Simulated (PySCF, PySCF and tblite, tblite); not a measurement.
# C3H11BNOP: a path driven as rotation about a bond, and NMR exchange, part 2 of 2

PySCF and tblite. Atoms count from 0.

## Step 8: Shieldings, end: CAM-B3LYP/pcSseg-1

What the job is given:

```
{"job": {"kind": "nmr", "xc": "CAM-B3LYP", "basis": "pcSseg-1", "pop": false}, "charge": 0, "multiplicity": 1}
C      2.231513    -1.100272    -0.182392
O      1.710458     0.094789     0.342072
B      0.436891     0.536869     0.450360
P      0.404856     2.119179     1.569955
N     -0.754414    -0.003213    -0.059783
C     -2.054147     0.497269     0.337124
C     -0.887879    -1.089365    -1.009889
H      1.631578    -1.965605     0.109624
H      2.299116    -1.051297    -1.273880
H      3.239486    -1.213827     0.222836
H     -0.061904     2.996496     0.604615
H      1.724274     2.453423     1.343475
H     -2.582449     0.925265    -0.521621
H     -1.941572     1.264628     1.101913
H     -2.661056    -0.316932     0.744935
H     -1.583165    -0.796421    -1.803068
H      0.066061    -1.326476    -1.466655
H     -1.286956    -1.987096    -0.523668
```

The log of the run:

```text
coarse grid: 14936 points
cycle   1  E = -616.8663057207  dE =  8.908e-01  |g| = 6.304e-01  |ddm| = 3.492e+00
cycle   2  E = -616.8371995563  dE =  2.911e-02  |g| = 7.942e-01  |ddm| = 1.033e+00
cycle   3  E = -616.9435857250  dE = -1.064e-01  |g| = 6.836e-02  |ddm| = 5.900e-01
cycle   4  E = -616.9442968758  dE = -7.112e-04  |g| = 3.824e-02  |ddm| = 7.311e-02
cycle   5  E = -616.9445908547  dE = -2.940e-04  |g| = 9.469e-03  |ddm| = 3.073e-02
cycle   6  E = -616.9446101499  dE = -1.930e-05  |g| = 2.119e-03  |ddm| = 9.396e-03
cycle   7  E = -616.9446111772  dE = -1.027e-06  |g| = 3.744e-04  |ddm| = 2.664e-03
final grid: 138056 points
cycle   8  E = -617.0053001578  dE = -3.178e-05  |g| = 4.435e-03  |ddm| = 1.502e-02
cycle   9  E = -617.0053007800  dE = -6.222e-07  |g| = 4.232e-03  |ddm| = 5.859e-03
cycle  10  E = -617.0053046920  dE = -3.912e-06  |g| = 6.184e-04  |ddm| = 2.812e-03
cycle  11  E = -617.0053047568  dE = -6.478e-08  |g| = 2.051e-04  |ddm| = 5.142e-04
cycle  12  E = -617.0053047645  dE = -7.734e-09  |g| = 4.394e-05  |ddm| = 1.582e-04
cycle  13  E = -617.0053047649  dE = -4.018e-10  |g| = 9.644e-06  |ddm| = 4.717e-05
converged SCF energy = -617.0053047649

GIAO shielding tensors (ppm)
atom      isotropic    diamagn.    paramagn.     s11        s22        s33       span
  0 C      128.512     244.144    -115.632    103.358    106.748    175.430     72.072
  1 O      242.764     394.924    -152.160    161.565    221.847    344.880    183.316
  2 B       66.730     198.892    -132.162     43.619     68.114     88.458     44.839
  3 P      556.965     969.011    -412.046    455.477    592.903    622.514    167.037
  4 N      180.222     327.205    -146.983     96.539    210.713    233.414    136.875
  5 C      139.826     244.594    -104.768    115.381    124.085    180.011     64.631
  6 C      145.606     246.076    -100.470    123.622    131.892    181.303     57.681
  7 H       27.728      31.078      -3.350     23.688     26.565     32.930      9.242
  8 H       27.623      30.179      -2.556     23.897     25.540     33.431      9.534
  9 H       27.665      28.226      -0.561     23.214     26.067     33.713     10.499
 10 H       30.450      32.120      -1.670     25.588     29.189     36.574     10.986
 11 H       30.669      32.203      -1.534     25.106     28.880     38.021     12.916
 12 H       29.224      29.846      -0.622     25.602     26.823     35.247      9.645
 13 H       28.689      30.688      -1.999     22.782     31.211     32.075      9.292
 14 H       29.254      29.456      -0.202     25.538     26.652     35.571     10.033
 15 H       29.432      30.523      -1.091     25.442     27.241     35.612     10.169
 16 H       28.148      32.804      -4.655     22.839     28.977     32.629      9.790
 17 H       28.962      30.499      -1.536     24.956     26.498     35.433     10.476
```

Run time: 34 s. Hardware: 1 thread of Arm Neoverse V1, shared host; peak memory 0.95 GiB.

This run: HOMO -7.74 eV, LUMO 1.93 eV; dipole 3.73 D.

## Step 9: Kinetics and line shapes

What the job is given:

```
{"job": {"smiles": "COB(P)N(C)C", "charge": 0, "mult": 1, "motion": "rotation", "what": "boronate", "atoms": [2, 1], "drives": [{"terms": [["t", [3, 2, 1, 0], 0.5], ["t", [4, 2, 1, 0], 0.5]], "by": 180, "n": 12}], "study": "path", "level": {"kind": "nmr", "xc": "CAM-B3LYP", "basis": "pcSseg-1"}, "fields": [90, 270, 500], "first": 5, "seed": 706, "kind": "path"}, "charge": 0, "multiplicity": 1}
C      2.622129    -0.760481     0.029418
O      1.258711    -0.763820    -0.295365
B      0.342783     0.098055     0.225425
P      0.799337     1.490316     1.511154
N     -0.990116    -0.089626    -0.161856
C     -2.123342     0.630720     0.368377
C     -1.376831    -1.078136    -1.146330
H      3.031567    -1.729854    -0.260381
H      3.149412     0.027686    -0.519598
H      2.780404    -0.608648     1.102656
H      0.173208     2.523530     0.839446
H      2.027148     1.815349     0.963726
H     -2.596828     1.240574    -0.409298
H     -1.808541     1.278573     1.185219
H     -2.868182    -0.072901     0.752758
H     -1.898614    -0.598775    -1.980280
H     -0.485830    -1.575214    -1.516310
H     -2.045174    -1.821030    -0.700418
```

The log of the run:

```text
stationary points (kcal/mol above the start)
  n  kind          group   xTB      DFT    lowest mode
  0  minimum      C1       0.00     0.00      80.7
  1  saddle       C1       7.29     6.51    -141.5
  2  minimum      C1       2.04     5.90      57.6

GFN2-xTB energies: T/K, barrier G, reaction G (kcal/mol), k forward, k back (1/s)
 150.00     6.92     2.26        258   5.12e+05
 200.00     6.99     2.31   9.61e+04   3.18e+07
 250.00     7.07     2.35   3.45e+06   3.87e+08
 298.15     7.16     2.38   3.53e+07   1.97e+09
 350.00     7.26     2.42   2.14e+08   6.97e+09
 400.00     7.36     2.46   7.89e+08   1.73e+10
 500.00     7.60     2.52   4.97e+09   6.28e+10

CAM-B3LYP/pcSseg-1 + D3(BJ) energies: T/K, barrier G, reaction G (kcal/mol), k forward, k back (1/s)
 150.00     6.15     6.12   3.48e+03   2.88e+12
 200.00     6.21     6.16   6.77e+05   3.67e+12
 250.00     6.29     6.20   1.64e+07   4.35e+12
 298.15     6.38     6.24   1.31e+08   4.92e+12
 350.00     6.48     6.28   6.54e+08   5.45e+12
 400.00     6.59     6.31   2.09e+09    5.9e+12
 500.00     6.82     6.38   1.09e+10   6.65e+12
```

It took 2.1 min on 1 thread of Arm Neoverse V1, shared host; peak memory 0.95 GiB. This counts the whole study up to here.

Barriers by level (kcal/mol; entropies in cal/(mol K)). Zero-point and thermal terms come from xTB in every row. ΔG‡ leaves symmetry out; the rate counts one path; effective ΔG‡, where given, is the barrier that would give that rate by Eyring's equation alone:

```csv
level,ΔE‡,with zero-point,ΔH‡,ΔS‡,ΔG‡ (298 K),ΔE of reaction,k at 298 K (1/s),effective ΔG‡
GFN2-xTB,7.29,6.80,6.43,-2.4,7.16,2.04,3.5e+07,7.16
CAM-B3LYP/pcSseg-1 + D3(BJ),6.51,6.02,5.66,-2.4,6.38,5.90,1.3e+08,6.38
```

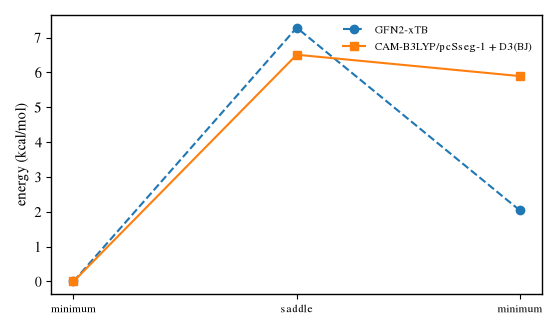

The xTB stationary points, at both levels.

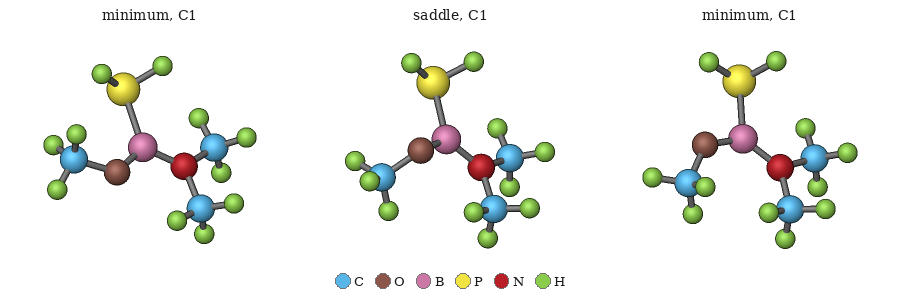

The stationary points in order.

Sites that the driver pairs across this motion, and where their lines would merge (no couplings; faster rotations or exchange between molecules can average them sooner):

```csv
nucleus,sites: shielding (ppm),proton frequency (MHz),spread (Hz),coalescence (K),lines at 298 K
$^{31}$P,P3: 591.3; P3 (end): 557.0,500,6947,not given,–
$^{17}$O,O1: 233.0; O1 (end): 242.8,500,664,not given,–
$^{13}$C,C5: 143.2; C5 (end): 139.8,500,428,not given,–
$^{15}$N,N4: 172.0; N4 (end): 180.2,500,419,not given,–
$^{13}$C,C6: 147.9; C6 (end): 145.6,500,287,not given,–
$^{13}$C,C0: 127.2; C0 (end): 128.5,500,166,not given,–
$^{1}$H,"H7, H8, H9: 27.93; H7, H8, H9 (end): 27.67",500,126,not given,–
$^{1}$H,H10: 30.59; H10 (end): 30.45,500,71,not given,–
```

A dash: the driver gave no coalescence for this row (it judged the minor form too scarce).

Rows that set an atom against itself at the end compare its shielding in the two forms.

Lines of quadrupolar nuclei are broad, so their coalescence could hardly be seen.

## Step 10: Shieldings, start: PBE0/pcseg-1

What the job is given:

```
{"job": {"kind": "nmr", "xc": "PBE0", "basis": "pcseg-1", "pop": false}, "charge": 0, "multiplicity": 1}
C      2.622129    -0.760481     0.029418
O      1.258711    -0.763820    -0.295365
B      0.342783     0.098055     0.225425
P      0.799337     1.490316     1.511154
N     -0.990116    -0.089626    -0.161856
C     -2.123342     0.630720     0.368377
C     -1.376831    -1.078136    -1.146330
H      3.031567    -1.729854    -0.260381
H      3.149412     0.027686    -0.519598
H      2.780404    -0.608648     1.102656
H      0.173208     2.523530     0.839446
H      2.027148     1.815349     0.963726
H     -2.596828     1.240574    -0.409298
H     -1.808541     1.278573     1.185219
H     -2.868182    -0.072901     0.752758
H     -1.898614    -0.598775    -1.980280
H     -0.485830    -1.575214    -1.516310
H     -2.045174    -1.821030    -0.700418
```

The log of the run:

```text
coarse grid: 14936 points
cycle   1  E = -616.5479223720  dE =  7.203e-01  |g| = 5.294e-01  |ddm| = 3.955e+00
cycle   2  E = -616.4833785516  dE =  6.454e-02  |g| = 7.974e-01  |ddm| = 1.251e+00
cycle   3  E = -616.6066661626  dE = -1.233e-01  |g| = 7.955e-02  |ddm| = 7.853e-01
cycle   4  E = -616.6078006574  dE = -1.134e-03  |g| = 3.480e-02  |ddm| = 1.064e-01
cycle   5  E = -616.6080673086  dE = -2.667e-04  |g| = 1.252e-02  |ddm| = 4.129e-02
cycle   6  E = -616.6081012471  dE = -3.394e-05  |g| = 2.630e-03  |ddm| = 1.273e-02
cycle   7  E = -616.6081027976  dE = -1.551e-06  |g| = 3.714e-04  |ddm| = 2.626e-03
final grid: 138056 points
cycle   8  E = -616.6572473160  dE = -3.242e-05  |g| = 9.842e-03  |ddm| = 2.992e-02
cycle   9  E = -616.6572301661  dE =  1.715e-05  |g| = 1.356e-02  |ddm| = 1.831e-02
cycle  10  E = -616.6572691693  dE = -3.900e-05  |g| = 1.891e-03  |ddm| = 1.099e-02
cycle  11  E = -616.6572699555  dE = -7.862e-07  |g| = 1.350e-04  |ddm| = 1.722e-03
cycle  12  E = -616.6572699598  dE = -4.320e-09  |g| = 3.877e-05  |ddm| = 1.857e-04
cycle  13  E = -616.6572699601  dE = -3.105e-10  |g| = 1.474e-05  |ddm| = 5.570e-05
converged SCF energy = -616.6572699601

GIAO shielding tensors (ppm)
atom      isotropic    diamagn.    paramagn.     s11        s22        s33       span
  0 C      138.708     242.457    -103.749    112.711    115.474    187.939     75.228
  1 O      235.782     399.502    -163.720     82.841    283.254    341.252    258.411
  2 B       76.167     203.435    -127.268     58.719     76.089     93.694     34.975
  3 P      610.250     970.383    -360.133    551.769    615.608    663.374    111.604
  4 N      181.125     326.614    -145.489     90.859    221.028    231.489    140.630
  5 C      154.294     245.664     -91.370    134.110    137.641    191.130     57.020
  6 C      159.028     246.694     -87.666    134.106    148.748    194.231     60.124
  7 H       27.758      28.079      -0.321     23.322     26.000     33.951     10.629
  8 H       27.952      29.208      -1.256     24.353     25.458     34.044      9.691
  9 H       28.209      29.383      -1.174     23.818     27.163     33.645      9.827
 10 H       30.513      32.386      -1.873     24.781     29.099     37.660     12.879
 11 H       30.530      32.215      -1.685     24.788     28.888     37.915     13.128
 12 H       29.191      29.800      -0.608     25.383     26.433     35.758     10.375
 13 H       28.867      31.323      -2.455     22.999     31.297     32.305      9.306
 14 H       29.304      29.513      -0.209     25.396     26.668     35.847     10.450
 15 H       29.644      30.206      -0.562     25.334     27.120     36.477     11.144
 16 H       27.778      31.760      -3.982     21.857     29.481     31.996     10.139
 17 H       29.640      30.161      -0.521     25.356     27.075     36.487     11.131
```

Run time: 19 s. Hardware: 1 thread of Arm Neoverse V1, shared host; peak memory 0.83 GiB.

Key values: HOMO -6.54 eV, LUMO 0.78 eV; dipole 1.25 D.

## Step 11: Single-point energy, saddle of leg 1: PBE0/pcseg-1

What the job is given:

```
{"job": {"kind": "sp", "xc": "PBE0", "basis": "pcseg-1", "pop": false}, "charge": 0, "multiplicity": 1}
C      2.326093    -1.036138    -0.066176
O      1.564113     0.067128    -0.475732
B      0.431465     0.514727     0.176159
P      0.635643     1.914305     1.510093
N     -0.826513     0.003243    -0.132390
C     -2.060263     0.424863     0.491091
C     -1.039419    -0.996385    -1.159205
H      1.721021    -1.949541    -0.023671
H      3.128714    -1.168296    -0.793433
H      2.763119    -0.863061     0.924673
H     -0.064109     2.888406     0.821970
H      1.854982     2.358624     1.039370
H     -2.706161     0.932504    -0.232315
H     -1.843850     1.105647     1.313809
H     -2.596610    -0.443470     0.884193
H     -1.769167    -0.635132    -1.889059
H     -0.100470    -1.192940    -1.669194
H     -1.418588    -1.924482    -0.720182
```

The log of the run:

```text
coarse grid: 14936 points
cycle   1  E = -616.5341580920  dE =  7.064e-01  |g| = 5.484e-01  |ddm| = 3.956e+00
cycle   2  E = -616.4664056945  dE =  6.775e-02  |g| = 8.208e-01  |ddm| = 1.440e+00
cycle   3  E = -616.5964778456  dE = -1.301e-01  |g| = 7.708e-02  |ddm| = 9.365e-01
cycle   4  E = -616.5975495025  dE = -1.072e-03  |g| = 3.412e-02  |ddm| = 1.035e-01
cycle   5  E = -616.5978029907  dE = -2.535e-04  |g| = 1.276e-02  |ddm| = 4.053e-02
cycle   6  E = -616.5978387645  dE = -3.577e-05  |g| = 2.668e-03  |ddm| = 1.346e-02
cycle   7  E = -616.5978403510  dE = -1.587e-06  |g| = 3.885e-04  |ddm| = 2.593e-03
final grid: 138056 points
cycle   8  E = -616.6468586911  dE = -2.741e-05  |g| = 9.823e-03  |ddm| = 2.752e-02
cycle   9  E = -616.6468433403  dE =  1.535e-05  |g| = 1.314e-02  |ddm| = 1.869e-02
cycle  10  E = -616.6468808842  dE = -3.754e-05  |g| = 1.863e-03  |ddm| = 1.113e-02
cycle  11  E = -616.6468816509  dE = -7.666e-07  |g| = 1.288e-04  |ddm| = 1.775e-03
cycle  12  E = -616.6468816543  dE = -3.417e-09  |g| = 4.868e-05  |ddm| = 1.684e-04
cycle  13  E = -616.6468816547  dE = -4.162e-10  |g| = 2.402e-05  |ddm| = 7.334e-05
converged SCF energy = -616.6468816547
```

It took 9.4 s on 1 thread of Arm Neoverse V1, shared host; peak memory 0.6 GiB.

Key values: HOMO -6.51 eV, LUMO 0.47 eV; dipole 2.59 D.

## Step 12: Shieldings, end: PBE0/pcseg-1

What the job is given:

```
{"job": {"kind": "nmr", "xc": "PBE0", "basis": "pcseg-1", "pop": false}, "charge": 0, "multiplicity": 1}
C      2.231513    -1.100272    -0.182392
O      1.710458     0.094789     0.342072
B      0.436891     0.536869     0.450360
P      0.404856     2.119179     1.569955
N     -0.754414    -0.003213    -0.059783
C     -2.054147     0.497269     0.337124
C     -0.887879    -1.089365    -1.009889
H      1.631578    -1.965605     0.109624
H      2.299116    -1.051297    -1.273880
H      3.239486    -1.213827     0.222836
H     -0.061904     2.996496     0.604615
H      1.724274     2.453423     1.343475
H     -2.582449     0.925265    -0.521621
H     -1.941572     1.264628     1.101913
H     -2.661056    -0.316932     0.744935
H     -1.583165    -0.796421    -1.803068
H      0.066061    -1.326476    -1.466655
H     -1.286956    -1.987096    -0.523668
```

The log of the run:

```text
coarse grid: 14936 points
cycle   1  E = -616.5373206367  dE =  7.234e-01  |g| = 5.297e-01  |ddm| = 3.962e+00
cycle   2  E = -616.4760688974  dE =  6.125e-02  |g| = 7.893e-01  |ddm| = 1.281e+00
cycle   3  E = -616.5961655849  dE = -1.201e-01  |g| = 8.735e-02  |ddm| = 7.842e-01
cycle   4  E = -616.5975348120  dE = -1.369e-03  |g| = 3.766e-02  |ddm| = 1.113e-01
cycle   5  E = -616.5978450571  dE = -3.102e-04  |g| = 1.223e-02  |ddm| = 4.299e-02
cycle   6  E = -616.5978778224  dE = -3.277e-05  |g| = 2.619e-03  |ddm| = 1.323e-02
cycle   7  E = -616.5978794168  dE = -1.594e-06  |g| = 4.075e-04  |ddm| = 2.771e-03
final grid: 138056 points
cycle   8  E = -616.6477474093  dE = -3.228e-05  |g| = 1.032e-02  |ddm| = 3.059e-02
cycle   9  E = -616.6477276540  dE =  1.976e-05  |g| = 1.435e-02  |ddm| = 1.987e-02
cycle  10  E = -616.6477714785  dE = -4.382e-05  |g| = 2.030e-03  |ddm| = 1.190e-02
cycle  11  E = -616.6477723869  dE = -9.084e-07  |g| = 1.465e-04  |ddm| = 1.825e-03
cycle  12  E = -616.6477723913  dE = -4.469e-09  |g| = 4.852e-05  |ddm| = 1.885e-04
cycle  13  E = -616.6477723918  dE = -4.788e-10  |g| = 2.031e-05  |ddm| = 7.704e-05
converged SCF energy = -616.6477723918

GIAO shielding tensors (ppm)
atom      isotropic    diamagn.    paramagn.     s11        s22        s33       span
  0 C      140.106     244.823    -104.716    115.860    117.805    186.654     70.794
  1 O      244.108     392.787    -148.679    167.280    220.332    344.712    177.432
  2 B       77.116     202.313    -125.197     56.999     77.687     96.662     39.663
  3 P      575.822     970.060    -394.238    476.420    607.179    643.866    167.446
  4 N      188.536     325.607    -137.071    109.461    222.024    234.123    124.662
  5 C      150.889     245.499     -94.609    125.947    135.907    190.814     64.867
  6 C      156.603     247.306     -90.703    134.383    142.956    192.470     58.087
  7 H       27.793      30.911      -3.118     23.646     26.658     33.074      9.428
  8 H       27.699      30.001      -2.302     23.907     25.631     33.560      9.653
  9 H       27.748      28.137      -0.389     23.306     26.108     33.831     10.524
 10 H       30.338      31.817      -1.479     25.380     28.849     36.783     11.403
 11 H       30.540      32.143      -1.603     24.934     28.737     37.949     13.015
 12 H       29.258      29.772      -0.515     25.566     26.800     35.407      9.842
 13 H       28.642      30.493      -1.851     22.737     31.251     31.938      9.201
 14 H       29.268      29.379      -0.110     25.522     26.621     35.661     10.139
 15 H       29.446      30.541      -1.095     25.424     27.176     35.739     10.315
 16 H       28.185      32.733      -4.548     22.824     29.079     32.653      9.830
 17 H       29.009      30.521      -1.512     24.993     26.468     35.566     10.574
```

Wall time 19 s (1 thread of Arm Neoverse V1, shared host); peak memory 0.83 GiB.

Key values: HOMO -6.47 eV, LUMO 0.99 eV; dipole 3.76 D.

## Step 13: Second level: PBE0/pcseg-1 + D3(BJ)

The job, as its differences from that of step 9:

```diff
@@ -1,2 +1,2 @@
-{"job": {"smiles": "COB(P)N(C)C", "charge": 0, "mult": 1, "motion": "rotation", "what": "boronate", "atoms": [2, 1], "drives": [{"terms": [["t", [3, 2, 1, 0], 0.5], ["t", [4, 2, 1, 0], 0.5]], "by": 180, "n": 12}], "study": "path", "level": {"kind": "nmr", "xc": "CAM-B3LYP", "basis": "pcSseg-1"}, "fields": [90, 270, 500], "first": 5, "seed": 706, "kind": "path"}, "charge": 0, "multiplicity": 1}
+{"job": {"smiles": "COB(P)N(C)C", "charge": 0, "mult": 1, "motion": "rotation", "what": "boronate", "atoms": [2, 1], "drives": [{"terms": [["t", [3, 2, 1, 0], 0.5], ["t", [4, 2, 1, 0], 0.5]], "by": 180, "n": 12}], "study": "path", "level": {"kind": "nmr", "xc": "PBE0", "basis": "pcseg-1", "wide": true}, "fields": [90, 270, 500], "first": 5, "seed": 706, "kind": "pathvar"}, "charge": 0, "multiplicity": 1}
 C      2.622129    -0.760481     0.029418
```

The log of the run:

```text
stationary points (kcal/mol above the start)
  n  kind          group   xTB      DFT    lowest mode
  0  minimum      C1       0.00     0.00      80.7
  1  saddle       C1       7.29     6.52    -141.5
  2  minimum      C1       2.04     5.98      57.6

GFN2-xTB energies: T/K, barrier G, reaction G (kcal/mol), k forward, k back (1/s)
 150.00     6.92     2.26        258   5.12e+05
 200.00     6.99     2.31   9.61e+04   3.18e+07
 250.00     7.07     2.35   3.45e+06   3.87e+08
 298.15     7.16     2.38   3.53e+07   1.97e+09
 350.00     7.26     2.42   2.14e+08   6.97e+09
 400.00     7.36     2.46   7.89e+08   1.73e+10
 500.00     7.60     2.52   4.97e+09   6.28e+10

CAM-B3LYP/pcSseg-1 + D3(BJ) energies: T/K, barrier G, reaction G (kcal/mol), k forward, k back (1/s)
 150.00     6.15     6.12   3.48e+03   2.88e+12
 200.00     6.21     6.16   6.77e+05   3.67e+12
 250.00     6.29     6.20   1.64e+07   4.35e+12
 298.15     6.38     6.24   1.31e+08   4.92e+12
 350.00     6.48     6.28   6.54e+08   5.45e+12
 400.00     6.59     6.31   2.09e+09    5.9e+12
 500.00     6.82     6.38   1.09e+10   6.65e+12

PBE0/pcseg-1 + D3(BJ) energies: T/K, barrier G, reaction G (kcal/mol), k forward, k back (1/s)
 150.00     6.16     6.21   3.31e+03   3.65e+12
 200.00     6.23     6.25   6.52e+05   4.39e+12
 250.00     6.31     6.29   1.59e+07   5.02e+12
 298.15     6.39     6.33   1.28e+08   5.54e+12
 350.00     6.50     6.36    6.4e+08   6.03e+12
 400.00     6.60     6.40   2.06e+09   6.45e+12
 500.00     6.84     6.46   1.07e+10   7.14e+12
```

Wall time 2.9 min (1 thread of Arm Neoverse V1, shared host); peak memory 0.95 GiB. This counts the runs that the step sums up.

Barriers by level (kcal/mol; entropies in cal/(mol K)). Zero-point and thermal terms come from xTB in every row. ΔG‡ leaves symmetry out; the rate counts one path; effective ΔG‡, where given, is the barrier that would give that rate by Eyring's equation alone:

```csv
level,ΔE‡,with zero-point,ΔH‡,ΔS‡,ΔG‡ (298 K),ΔE of reaction,k at 298 K (1/s),effective ΔG‡
GFN2-xTB,7.29,6.80,6.43,-2.4,7.16,2.04,3.5e+07,7.16
CAM-B3LYP/pcSseg-1 + D3(BJ),6.51,6.02,5.66,-2.4,6.38,5.90,1.3e+08,6.38
PBE0/pcseg-1 + D3(BJ),6.52,6.04,5.67,-2.4,6.39,5.98,1.3e+08,6.39
```

## Step 14: Results

The summary covers parts 1 to 2.

| quantity | value |
| --- | --- |
| barrier (CAM-B3LYP/pcSseg-1 + D3(BJ)) | ΔE‡ 6.5, ΔG‡(298 K) 6.4 kcal/mol |
| barrier (GFN2-xTB) | ΔE‡ 7.3 kcal/mol |
| rate at 298 K | 1.3e+08 s⁻¹ |
| end of the path | 5.9 kcal/mol from the start |

**Reading.** The barrier is 6.5 kcal/mol at the DFT level (xTB: 7.3); with thermal terms and the count of paths the DFT value gives a rate of 1.3e+08 s⁻¹ at 298 K. An error of 1.4 kcal/mol changes that rate tenfold.
